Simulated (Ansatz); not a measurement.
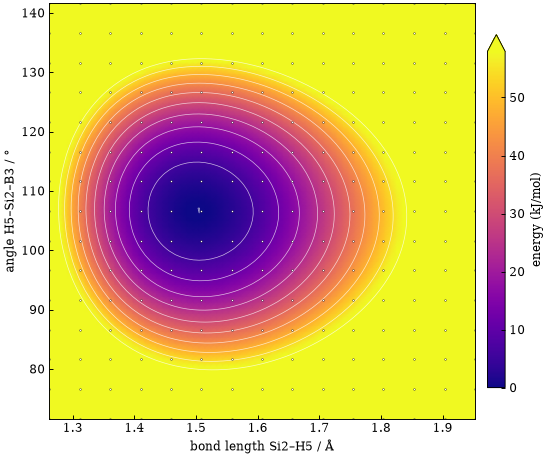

BClHOSi, SMILES [O-][SiH]=BCl, charge −1. 
- First axis: bond length Si2–H5. Second axis: angle H5–Si2–B3.
- Nothing is relaxed (all other coordinates rigid).
- The grid has 15 × 15 points.
- Points are written as (first, second).
- Energies: kJ/mol, counted from the lowest grid point.
- Level of theory: Ansatz, RHF/def2-SVPD.

In the figure: a smooth colour map with a few white contour lines, dots at the grid points, one colour for all values above the top of the scale. Between grid points the surface is interpolated.

Q: Where is the minimum, and how stiff is the well along each coordinate?

A: The interpolated minimum is at bond length Si2–H5 ≈ 1.502 Å, angle H5–Si2–B3 ≈ 106.6°. The curvatures there are about 17 eV/Å² and 6 eV/rad², with a cross term of about 0.2 eV/(Å·rad). Round the minimum the two coordinates are nearly uncoupled. (1 eV is 96.5 kJ/mol.)
